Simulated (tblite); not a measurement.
# C34H52B4O8: the cost of one run

Programs: tblite 0.8.0 and PySCF 2.14.0, with routines of our own; each step states its level. All values are computed. Atoms count from 0.

## 1. The starting structure

98 atoms, charge 0, multiplicity 1; geometry from: force field, distance geometry or constructed start.

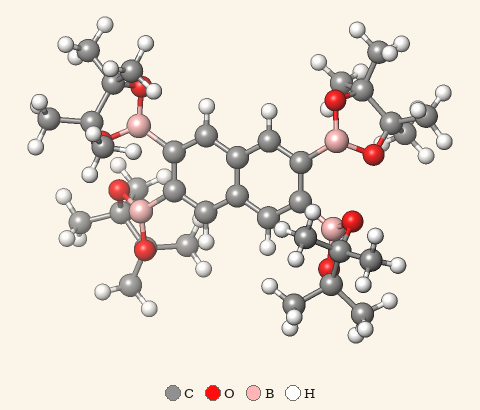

The starting geometry (carbon grey, oxygen red, boron pink, hydrogen white).

## 2. Relaxing the molecule with GFN2-xTB

Job settings and geometry (Å):

```
{"job": {"kind": "relax", "xc": "GFN2-xTB", "basis": "xTB"}, "charge": 0, "multiplicity": 1}
C      6.487600    -2.665800     1.950600
C      5.026600    -2.168700     2.141500
C      4.953700    -1.499000     3.536000
O      4.816300    -1.186400     1.155900
B      3.692900    -1.720100     0.402200
C      2.404600    -0.802500     0.200200
C      1.155300    -1.438900     0.151700
C     -0.026700    -0.697300     0.067100
C     -1.268500    -1.349700     0.025000
C     -2.471100    -0.615800    -0.068400
B     -3.823400    -1.437900    -0.223400
O     -3.760400    -2.892800    -0.233400
C     -4.303000    -3.220900    -1.485200
C     -3.220100    -3.975700    -2.304600
C     -5.452400    -4.210800    -1.209200
C     -4.790500    -1.857900    -2.159700
C     -6.194900    -1.934600    -2.799600
C     -3.833000    -1.311600    -3.263800
O     -4.843100    -0.919900    -1.120900
C     -2.410800     0.807200    -0.078800
B     -3.711100     1.734900    -0.074900
O     -4.899700     1.262100     0.620200
C     -5.193900     2.319500     1.509500
C     -5.249700     1.747700     2.938400
C     -6.623800     2.788100     1.137400
C     -4.094500     3.437900     1.286900
C     -2.939900     3.414000     2.334100
C     -4.647400     4.879800     1.271700
O     -3.537200     3.177300     0.018700
C     -1.158300     1.444100    -0.061400
C      0.030000     0.703200     0.011800
C      1.266300     1.350900     0.035800
C      2.465400     0.616200     0.105900
B      3.832700     1.426800     0.020400
O      3.774900     2.878500    -0.118000
C      4.430200     3.112500    -1.341400
C      5.553000     4.126900    -1.035700
C      3.435400     3.797600    -2.304300
C      4.973800     1.696200    -1.858700
C      4.113000     1.066200    -2.990400
C      6.431600     1.730500    -2.362700
O      4.933700     0.842200    -0.741800
O      3.514300    -3.152100     0.589700
C      3.944200    -3.313400     1.916800
C      4.490100    -4.746300     2.071300
C      2.700900    -3.205900     2.851000
H      6.773700    -3.399000     2.732300
H      7.190700    -1.806800     2.016000
H      6.610200    -3.117900     0.946700
H      5.757400    -0.740500     3.650700
H      3.986800    -0.963900     3.665300
H      5.066800    -2.249700     4.342500
H      1.092900    -2.522500     0.206300
H     -1.299600    -2.433200     0.044000
H     -3.599700    -4.225500    -3.314700
H     -2.943000    -4.919300    -1.791600
H     -2.286200    -3.381400    -2.391000
H     -6.223200    -3.738600    -0.569100
H     -5.068000    -5.102300    -0.652800
H     -5.912800    -4.577100    -2.152600
H     -6.229100    -2.712900    -3.591900
H     -6.968500    -2.151500    -2.040300
H     -6.466500    -0.961700    -3.260400
H     -2.797300    -1.185500    -2.879400
H     -4.163500    -0.299800    -3.594600
H     -3.819800    -1.974300    -4.148600
H     -6.060000     1.008100     3.037300
H     -4.299900     1.225300     3.202500
H     -5.431900     2.561900     3.667300
H     -6.658800     3.155500     0.096700
H     -7.339400     1.931800     1.203500
H     -6.982100     3.575100     1.829800
H     -2.132700     4.116400     2.044300
H     -3.309700     3.717200     3.339700
H     -2.475400     2.405300     2.406900
H     -5.161200     5.103800     2.224200
H     -5.345200     5.035400     0.421700
H     -3.822400     5.616400     1.147900
H     -1.099000     2.522500    -0.096600
H      1.293100     2.427100    -0.023300
H      5.125000     5.050700    -0.586900
H      6.261500     3.708000    -0.285800
H      6.103200     4.415700    -1.947600
H      2.510300     3.187000    -2.427300
H      3.104800     4.784100    -1.894100
H      3.901600     3.971900    -3.291700
H      3.053200     0.969000    -2.696900
H      4.475400     0.038300    -3.214900
H      4.184700     1.663000    -3.925200
H      7.137800     2.009600    -1.558100
H      6.539200     2.450900    -3.209200
H      6.744200     0.724100    -2.725900
H      3.678100    -5.490200     1.923900
H      4.929700    -4.898800     3.080400
H      5.264400    -4.965600     1.301600
H      1.925100    -3.937400     2.544300
H      2.237400    -2.199400     2.807900
H      2.977900    -3.425500     3.905800
```

Run with:

```sh
$ OMP_NUM_THREADS=8 python large_run.py task.json out
```

One launch serves the whole session: the jobs run in the order shown.

**Question.** How long does this first job take on 8 threads of Arm Neoverse N1, shared host, and how much memory does it need?

About 36 s, with a peak of 0.2 GiB.
